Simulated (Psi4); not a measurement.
**GaSiH7O (SMILES [SiH3][OH+][GaH3-]) at M06-2X/6-31G(d) (spherical functions)**

Aim: the vertical ionisation energy of GaSiH7O at M06-2X/6-31G* (spherical functions), from 2 runs. 

Program for the calculation: Psi4 1.11.

6 further runs of the same task are left out: 5 that didn't finish, 1 set aside as unsound or not needed. Runs told in other sessions of the task aren't counted.

## Step 1: The molecule

The species is GaSiH7O (10 atoms), meant as a singlet with charge 0. SMILES: `[SiH3][OH+][GaH3-]`. The coordinates come from a PBE0-D4/def2-TZVP relaxation.

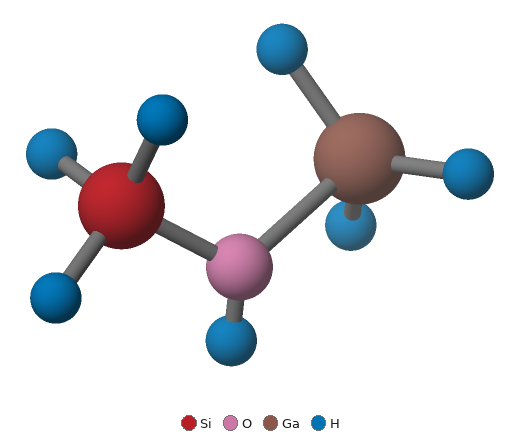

The structure, seen from a chosen angle (silicon red, oxygen pink, gallium brown, hydrogen blue).

## Step 2: Energy and forces at M06-2X/6-31G(d) (spherical functions)

The input, gah7osi.xyz:

```xyz
10
GaH7OSi
Si    -0.484700     0.680100    -1.289300
O     -0.772200    -0.233700     0.097500
Ga     0.882100    -0.551000     1.475200
H     -1.767100     0.740000    -2.035000
H      0.556000     0.040700    -2.124900
H     -0.069600     2.013200    -0.814500
H     -1.323900    -1.014800     0.010100
H      0.306600     0.146600     2.760300
H      1.885600     0.253500     0.552600
H      0.870300    -2.125600     1.370900
```

The input, run.py:

```python
import psi4

psi4.set_memory('2200 MB')
psi4.set_num_threads(1)
psi4.core.set_output_file('psi4.out', False)

with open('gah7osi.xyz') as f:
    atoms = ''.join(f.readlines()[2:])
geom = psi4.geometry('0 1\n' + atoms + 'symmetry c1')

psi4.set_options({
    'basis': '6-31G*',
    'puream': True,
    'e_convergence': 1e-09,
    'd_convergence': 1e-08,
    'scf_type': 'pk',
    'dft_radial_points': 99,
    'dft_spherical_points': 590,
})

energy_value, wavefunction = psi4.gradient("m06-2x", return_wfn=True)
print('gradient / Eh bohr^-1')
print(energy_value.np.round(6))
print(f'energy = {wavefunction.energy():.10f} Eh')
for k, v in sorted(psi4.core.scalar_variables().items()):
    print(f'{k:45s} {v:18.10f}')
```

On the command line:

```bash
$ python run.py
```

psi4.out, cut to the lines that bear on the results:

```text
[...]
  Running in c1 symmetry.
[...]
  Nuclear repulsion =  256.165787413938233
[...]
  Multiplicity = 1
[...]
  Nalpha       = 30
  Nbeta        = 30
[...]
    Number of basis functions: 78
[...]
   @RKS iter   1: -2291.52360914968949   -2.28812e+00   3.63685e-02 ADIIS/DIIS
[...]
   @RKS iter  12: -2293.40194220375724   -1.81899e-12   6.10078e-09 DIIS
[...]
    Orbital Energies [Eh]
    ---------------------
    Doubly Occupied:
       1A   -374.689993     2A    -67.050973     3A    -46.608203
       4A    -41.369080     5A    -41.366661     6A    -41.366567
       7A    -19.699507     8A     -5.742427     9A     -5.597829
      10A     -4.017352    11A     -4.010427    12A     -4.010076
      13A     -3.907010    14A     -3.904651    15A     -3.904278
      16A     -1.182271    17A     -0.963625    18A     -0.958575
      19A     -0.958314    20A     -0.954369    21A     -0.954237
      22A     -0.691648    23A     -0.599344    24A     -0.536792
      25A     -0.498298    26A     -0.443488    27A     -0.423734
      28A     -0.407437    29A     -0.328375    30A     -0.324114
[...]
  @RKS Final Energy: -2293.40194220375724
   => Energetics <=
    Nuclear Repulsion Energy =            256.1657874139382329
    One-Electron Energy =               -3703.7613612278314577
    Two-Electron Energy =                1204.8943900961071449
    DFT Exchange-Correlation Energy =     -50.7007584859713418
    Empirical Dispersion Energy =           0.0000000000000000
    VV10 Nonlocal Energy =                  0.0000000000000000
    Total Energy =                      -2293.4019422037572440
[...]
 Multipole Moments:
 ------------------------------------------------------------------------------------
     Multipole            Electronic (a.u.)      Nuclear  (a.u.)        Total (a.u.)
 ------------------------------------------------------------------------------------
 L = 1.  Multiply by 2.5417464519 to convert [e a0] to [Debye]
 Dipole X            :          4.3732948           -5.3705368           -0.9972420
 Dipole Y            :         -3.6864522            3.6780657           -0.0083865
 Dipole Z            :          8.8074297           -9.9690827           -1.1616530
 Magnitude           :                                                    1.5310126
[...]
  -Total Gradient:
     Atom            X                  Y                   Z
    ------   -----------------  -----------------  -----------------
       1       -0.001992647972    -0.006145874223     0.008292625806
       2       -0.002786174625    -0.001101521460    -0.007738652217
       3        0.002326617287    -0.000917145641     0.001761563240
       4       -0.001548122883     0.000066148522    -0.000732737160
       5        0.001333844255    -0.000823556680    -0.000669498230
       6        0.000596176658     0.001516617999     0.000885575403
       7        0.004513623737     0.006562085398     0.000317325020
       8        0.001725023463    -0.002280428416    -0.004863823591
       9       -0.004014007404    -0.002655585917     0.002804819656
      10       -0.000086661205     0.005773668950     0.000147307817
[...]
```

Standard output:

```text
gradient / Eh bohr^-1
[[-1.993e-03 -6.146e-03  8.293e-03]
 [-2.786e-03 -1.102e-03 -7.739e-03]
 [ 2.327e-03 -9.170e-04  1.762e-03]
 [-1.548e-03  6.600e-05 -7.330e-04]
 [ 1.334e-03 -8.240e-04 -6.690e-04]
 [ 5.960e-04  1.517e-03  8.860e-04]
 [ 4.514e-03  6.562e-03  3.170e-04]
 [ 1.725e-03 -2.280e-03 -4.864e-03]
 [-4.014e-03 -2.656e-03  2.805e-03]
 [-8.700e-05  5.774e-03  1.470e-04]]
energy = -2293.4019422038 Eh
CURRENT ENERGY                                  -2293.4019422038
CURRENT REFERENCE ENERGY                        -2293.4019422038
DD SOLVATION ENERGY                                 0.0000000000
DFT FUNCTIONAL TOTAL ENERGY                     -2293.4019422038
DFT TOTAL ENERGY                                -2293.4019422038
DFT VV10 ENERGY                                     0.0000000000
DFT XC ENERGY                                     -50.7007584860
GRID ELECTRONS ALPHA                               30.0000017281
GRID ELECTRONS BETA                                30.0000017281
GRID ELECTRONS TOTAL                               60.0000034562
NUCLEAR REPULSION ENERGY                          256.1657874139
ONE-ELECTRON ENERGY                             -3703.7613612278
PCM POLARIZATION ENERGY                             0.0000000000
PE ENERGY                                           0.0000000000
SCF ITERATION ENERGY                            -2293.4019422038
SCF ITERATIONS                                     12.0000000000
SCF TOTAL ENERGY                                -2293.4019422038
TWO-ELECTRON ENERGY                              1204.8943900961
XC GRID RADIAL POINTS                              99.0000000000
XC GRID SPHERICAL POINTS                          590.0000000000
XC GRID TOTAL POINTS                           555342.0000000000
```

Run time: 32 s. Hardware: 1 thread of AMD EPYC 9R45 (Zen 5), shared host; peak memory 1.5 GiB.

## Step 3: The doublet cation: the energy at UM06-2X/6-31G(d) (spherical functions)

The input, calc.in:

```
memory 2.2 GB

molecule {
  1 2
  Si    -0.484700     0.680100    -1.289300
  O     -0.772200    -0.233700     0.097500
  Ga     0.882100    -0.551000     1.475200
  H     -1.767100     0.740000    -2.035000
  H      0.556000     0.040700    -2.124900
  H     -0.069600     2.013200    -0.814500
  H     -1.323900    -1.014800     0.010100
  H      0.306600     0.146600     2.760300
  H      1.885600     0.253500     0.552600
  H      0.870300    -2.125600     1.370900
  units angstrom
  symmetry c1
}

set {
  basis 6-31G*
  reference uks
  puream true
  e_convergence 1e-09
  d_convergence 1e-08
  scf_type pk
  dft_radial_points 99
  dft_spherical_points 590
  maxiter 100
}

e, wfn = energy("m06-2x", return_wfn=True)
oeprop(wfn, "MAYER_INDICES", "MULLIKEN_CHARGES", "WIBERG_LOWDIN_INDICES", title="M06-2X")
```

On the command line:

```bash
$ psi4 -i calc.in -o calc.out -n 1
```

calc.out, cut to the lines that bear on the results:

```text
[...]
  Running in c1 symmetry.
[...]
  Nuclear repulsion =  256.165787413938233
[...]
  Multiplicity = 2
[...]
  Nalpha       = 30
  Nbeta        = 29
[...]
    Number of basis functions: 78
[...]
   @UKS iter   1: -2291.06174453555968   -1.82626e+00   3.63556e-02 ADIIS/DIIS
[...]
   @UKS iter  39: -2293.02648318243337   -3.91083e-11   8.39123e-09 DIIS
[...]
   @S^2 Observed:                7.656400128E-01
[...]
  @UKS Final Energy: -2293.02648318243337
   => Energetics <=
    Nuclear Repulsion Energy =            256.1657874139382329
    One-Electron Energy =               -3690.0860282200305846
    Two-Electron Energy =                1191.4434804103334500
    DFT Exchange-Correlation Energy =     -50.5497227866743728
    Empirical Dispersion Energy =           0.0000000000000000
    VV10 Nonlocal Energy =                  0.0000000000000000
    Total Energy =                      -2293.0264831824333669
  UHF NO Occupations:
  HONO-2 :   28  A 1.9992709
  HONO-1 :   29  A 1.9929729
[...]
 Multipole Moments:
 ------------------------------------------------------------------------------------
     Multipole            Electronic (a.u.)      Nuclear  (a.u.)        Total (a.u.)
 ------------------------------------------------------------------------------------
 L = 1.  Multiply by 2.5417464519 to convert [e a0] to [Debye]
 Dipole X            :          5.1105554           -5.3705368           -0.2599814
 Dipole Y            :         -3.7786674            3.6780657           -0.1006016
 Dipole Z            :         10.3920945           -9.9690827            0.4230118
 Magnitude           :                                                    0.5066064
[...]
  Mulliken Charges: (a.u.)
   Center  Symbol    Alpha    Beta     Spin     Total
       1    SI     6.68825  6.69291 -0.00466  0.61885
       2     O     4.41052  4.38187  0.02865 -0.79239
       3    GA    15.45801 15.26894  0.18907  0.27305
       4     H     0.51385  0.51063  0.00321 -0.02448
       5     H     0.51830  0.51807  0.00023 -0.03637
       6     H     0.51892  0.51207  0.00685 -0.03100
       7     H     0.24157  0.24261 -0.00105  0.51582
       8     H     0.61906  0.13699  0.48207  0.24396
       9     H     0.55563  0.30933  0.24630  0.13503
      10     H     0.47590  0.42657  0.04933  0.09753
[...]
```

Run time: 2 min. Hardware: 1 thread of AMD EPYC 9R45 (Zen 5), shared host; peak memory 1.5 GiB.

## Step 4: Results

Level: M06-2X/6-31G* (spherical functions).

| quantity | value |
| --- | --- |
| singlet GaSiH7O: total energy | -2293.40194 Eh |
| singlet GaSiH7O: dipole moment | 3.89 D |
| singlet GaSiH7O: HOMO energy | -8.82 eV |
| singlet GaSiH7O: LUMO energy | 0.02 eV |
| singlet GaSiH7O: HOMO–LUMO gap | 8.84 eV |
| singlet GaSiH7O: largest force on an atom | 0.541 eV/Å |
| doublet cation: total energy | -2293.02648 Eh |
| doublet cation: HOMO energy (highest over α and β) | -14.89 eV |
| doublet cation: LUMO energy (lowest over α and β) | -11.62 eV |
| doublet cation: ⟨S²⟩ | 0.766 |
| vertical ionisation energy (to the doublet cation) | 10.217 eV |

**Reading.** The vertical ionisation energy comes to 10.22 eV (236 kcal/mol). The largest force (singlet GaSiH7O) is 0.54 eV/Å: the shape isn't a stationary point for this species at this level. The negative HOMO energy of the first species, 8.82 eV, lies 1.40 eV below that difference. Mulliken charges (doublet cation) run from -0.79 on O2 to +0.62 on Si1.
